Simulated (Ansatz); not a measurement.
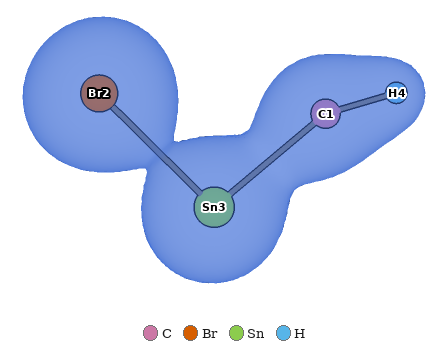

CHBrSn (SMILES [CH]#[Sn][Br]) (triplet). Isosurface of the electron density at 0.4 e/Å³ (blue), seen at a tilt.

Geometry: PBE0-D3(BJ)/def2-SVP; core potentials replace the inner electrons of Sn.

Method: isolated molecule in a Gaussian basis; Kohn-Sham density functional theory, functional PBE0 (Ansatz).

Input

```
crystal:
  periodic: [false, false, false]
  atoms:
    - {symbol: C, position_ang: [-1.377014, 0.592954, -1.601242]}
    - {symbol: Br, position_ang: [-2.236719, 3.773364, -0.483338]}
    - {symbol: Sn, position_ang: [-0.764835, 1.760225, 0.073881]}
    - {symbol: H, position_ang: [-1.380374, -0.297216, -2.246780]}
basis:
  gaussian: {orbitals: def2-TZVPD}
magnetization: {spin_polarized: true, initial_magnetization: 2}
hamiltonian: {xc: pbe0}
output: {forces: true, orbitals: {seedname: orbitals}}
```

Launched as:

```sh
ansatz run input.yaml --threads 1 --pin off --max-ram 2610MiB --events-out events.jsonl --progress --plain --runs-dir runs
```

What does this surface tell about the bonding?

Answer. At this value the surface is in one piece. It bridges the sampled C–Sn (2.13 Å), Sn–Br (2.56 Å) and C–H (1.10 Å) contacts, where the density stays above the isovalue. On the grid the lowest density along these lines, outside the cores, is 0.68 e/Å³ (C–Sn, 2.13 Å), 0.45 e/Å³ (Sn–Br, 2.56 Å) and 1.8 e/Å³ (C–H, 1.10 Å).
